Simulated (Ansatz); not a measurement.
The calculation's input:

```
crystal:
  periodic: [false, false, false]
  atoms:
    - {symbol: C, position_ang: [-0.017068, 1.356615, -1.180996]}
    - {symbol: N, position_ang: [0.115986, 0.905134, -0.014576]}
    - {symbol: Si, position_ang: [0.387756, -0.771057, 0.360649]}
    - {symbol: S, position_ang: [-1.256099, -1.545187, 1.468269]}
    - {symbol: H, position_ang: [0.027600, 0.740834, -2.093547]}
    - {symbol: H, position_ang: [-0.191409, 2.426665, -1.342893]}
    - {symbol: H, position_ang: [1.645054, -0.829840, 1.141812]}
    - {symbol: H, position_ang: [0.470099, -1.639913, -0.848031]}
    - {symbol: H, position_ang: [-1.093418, -0.689649, 2.492313]}
basis:
  gaussian: {orbitals: def2-TZVPP}
hamiltonian: {xc: pbe0, dispersion: d4}
output: {orbitals: {seedname: orbitals}}
```

Run with:

```sh
ansatz run in.yaml --threads 2 --pin off --events-out ev --progress --plain --max-ram 4352MiB
```

Geometry: PBE0-D4/def2-TZVP.

Computed with RKS PBE0-D4/def2-TZVPP (Ansatz 0.2.0).

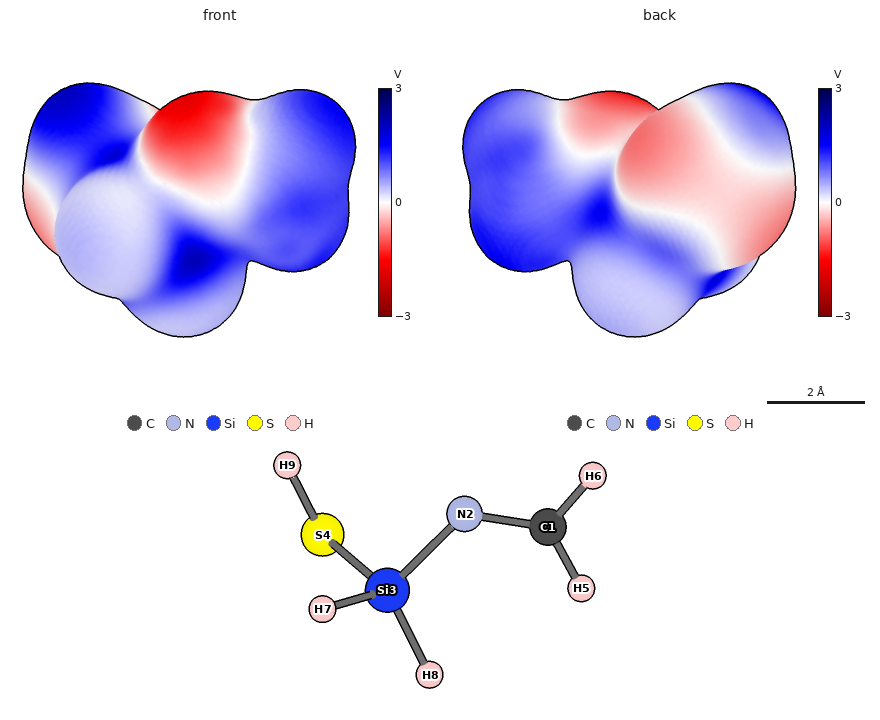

CH5NSSi. The molecular electrostatic potential painted on the density surface at 0.004 e/bohr³, seen from the front and from behind; red is negative and blue positive. The bare structure is drawn below in the same view.

Question: Describe the electrostatic potential map.

Answer: The most negative region (about −1.6 V) lies over N2, the most positive (about +2.0 V) over Si3 and H9. N2 is the likeliest acceptor of a hydrogen bond.
